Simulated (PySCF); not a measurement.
# PBE/STO-6G run of H3NO (hydroxylamine)

What is the energy change on altering one bond length of H3NO (hydroxylamine) at PBE/STO-6G? Input form: a Python script.

Program for the calculation: PySCF 2.14.0.

10 further runs of the same task are left out: 2 that didn't finish, 8 set aside as unsound or not needed.

## (1) The molecule

H3NO has 5 atoms, charge 0, and is taken as a singlet. As SMILES, `NO`. The shape is that of a GFN2-xTB optimisation. This is one conformer, not always the lowest.

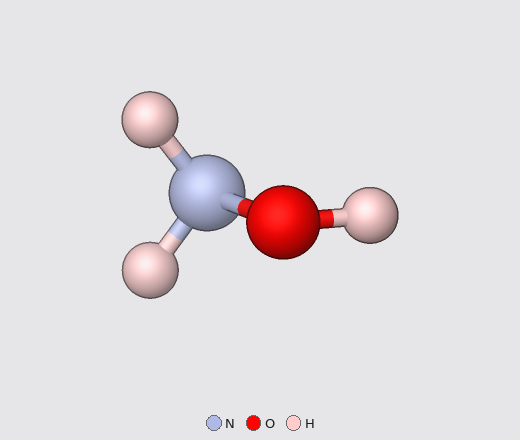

The structure, seen from a chosen angle (nitrogen light blue, oxygen red, hydrogen pink).

## (2) The energy at PBE/STO-6G

Contents of run.py:

```python
from pyscf import gto, dft

mol = gto.M(
    atom='''
N       -0.178910      -0.366440      -0.312920
O        0.371730       0.674250       0.501760
H       -0.161770      -1.206140       0.265260
H       -1.156690      -0.114310      -0.454620
H        1.125640       1.012630       0.000530
''',
    spin=0,
    max_memory=1860,
    basis='sto-6g',
    charge=0,
    verbose=3,
)

mf = dft.RKS(mol, xc='pbe')
mf.grids.level = 5
mf.conv_tol = 1e-10
mf.kernel()
if not mf.converged:
    mf = mf.newton().run(mf.mo_coeff, mf.mo_occ)

energy = mf.e_tot
print('E(%s) = %.9f' % ('PBE', energy))
```

Run with:

```sh
$ OMP_NUM_THREADS=1 python run.py
```

The program printed:

```text
converged SCF energy = -131.016369553634
E(PBE) = -131.016369554
```

Wall time 2.5 s (1 thread of Arm Neoverse V1, shared host); peak memory 0.17 GiB.

## (3) The distorted shape at the same level

Contents of calc.py:

```python
from pyscf import gto, dft

mol = gto.Mole()
mol.atom = '''
N     -0.782045    -0.637147     0.088069
O     -0.231405     0.403543     0.902749
H     -0.764905    -1.476847     0.666249
H     -1.759825    -0.385017    -0.053631
H      1.125640     1.012630     0.000530
'''
mol.max_memory = 1860
mol.verbose = 3
mol.basis = 'sto-6g'
mol.build()

mf = dft.RKS(mol, xc='pbe')
mf.grids.level = 5
mf.conv_tol = 1e-10
mf.kernel()
if not mf.converged:
    mf = mf.newton().run(mf.mo_coeff, mf.mo_occ)

e_tot = mf.e_tot
print('Final energy', e_tot)
```

Run with:

```sh
$ OMP_NUM_THREADS=1 python calc.py
```

The program printed:

```text
converged SCF energy = -130.913689257012
Final energy -130.9136892570117
```

Run time: 3.9 s. Hardware: 1 thread of Arm Neoverse V1, shared host; peak memory 0.17 GiB.

## (4) Summary of results

At PBE/STO-6G:

| quantity | value |
| --- | --- |
| first shape: total energy | -131.01637 Eh |
| first shape: dipole moment | 0.37 D |
| first shape: HOMO energy | -2.07 eV |
| first shape: LUMO energy | 5.82 eV |
| first shape: HOMO–LUMO gap | 7.89 eV |
| distorted shape: total energy | -130.91369 Eh |
| distorted shape: dipole moment | 1.75 D |
| distorted shape: HOMO energy | -2.28 eV |
| distorted shape: LUMO energy | -0.13 eV |
| distorted shape: HOMO–LUMO gap | 2.15 eV |
| energy change with the O2–H5 bond stretched from 0.966 to 1.740 Å | 2.794 eV |

In words: One bond (distorted shape) is far stretched, which a spin-restricted single reference describes badly; a broken-symmetry solution may lie lower. With the O2–H5 bond stretched from 0.966 to 1.740 Å the energy rises by 2.79 eV (270 kJ/mol). The first shape isn't relaxed at this level, so the change isn't measured from a minimum. A restricted reference can't describe the breaking bond well at this length. The minimal basis adds a large error of its own. Mulliken charges (first shape) run from -0.35 on N1 to +0.21 on H5. Mulliken charges (distorted shape) run from -0.31 on N1 to +0.20 on H4.
